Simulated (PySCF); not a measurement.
C$_{5}$H$_{12}$F$_{2}$OSi

```xyz
21

C    -2.4833   -1.0376   -0.3363
C    -1.6090    0.2053   -0.3484
O    -0.3803   -0.1107    0.2683
C     0.6373    0.8827    0.2003
C     0.5067    1.9148    1.3149
C     1.9328    0.0769    0.2666
Si    1.5056   -1.5958   -0.5114
F     2.8916   -2.3041   -0.9308
F     0.8569   -1.3876   -1.9630
H    -2.6381   -1.3712    0.6860
H    -1.9950   -1.8319   -0.8936
H    -3.4454   -0.8181   -0.7904
H    -1.4296    0.5326   -1.3832
H    -2.1030    1.0248    0.1930
H     0.5708    1.3849   -0.7770
H    -0.4197    2.4767    1.2192
H     1.3404    2.6101    1.2691
H     0.5139    1.4146    2.2806
H     2.2337   -0.0526    1.3052
H     2.7451    0.5927   -0.2432
H     0.7596   -2.5895    0.2152
```

Geometry: GFN2-xTB.

Level of theory: PySCF 2.14.0, PBE0/pcSseg-1, SCF density, gas phase, non-relativistic.

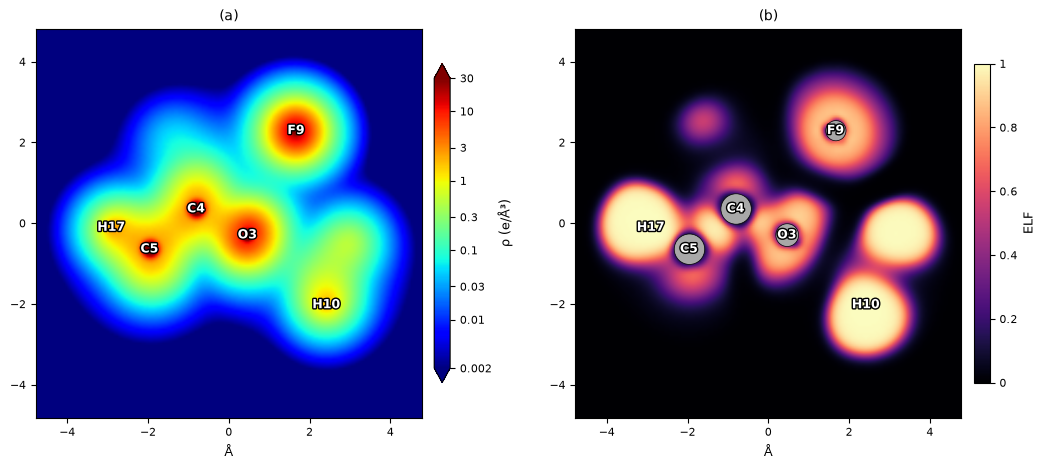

Figure 1. (a) total electron density; (b) electron localisation function on the plane of atoms C4, C5 and H17. Grey discs cover the atomic cores in the ELF map.

Describe what can be read from this map.

- The section cuts through O, C, F and H sites.
- C–O (1.42 Å): ρ is about 2 e/Å³ halfway, with its minimum of 1.7 e/Å³ about 0.5 Å from C; the ELF peaks at about 0.90 between the atoms, as expected for a polar covalent bond.
- C–C (1.52 Å): ρ at the midpoint is about 1.7 e/Å³; the ELF peaks at about 0.95 between the atoms: a shared electron pair.
- C–H (1.09 Å): the density is about 2 e/Å³ at the midpoint; the ELF climbs to about 1 towards the hydrogen, as it does in any bond to H; an ordinary covalent bond to hydrogen.
- The ELF also peaks beside O3 and F9, away from the bonds: lone-pair regions.

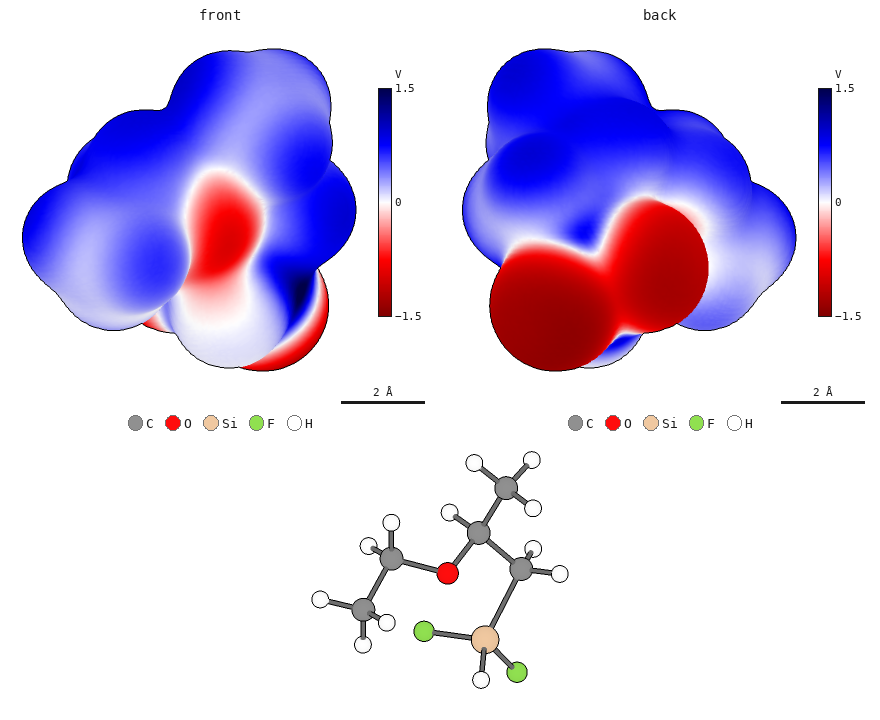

Figure 2. The molecular electrostatic potential painted on the density surface at 0.002 e/bohr³, seen from the front and from behind; red is negative and blue positive. The bare structure is drawn below in the same view.

Describe the electrostatic potential map.

The most negative region (about −1.4 V) lies over F8, the most positive (about +1.4 V) over Si7.

How polar is the molecule by this calculation?

Its dipole moment is 3.73 D.
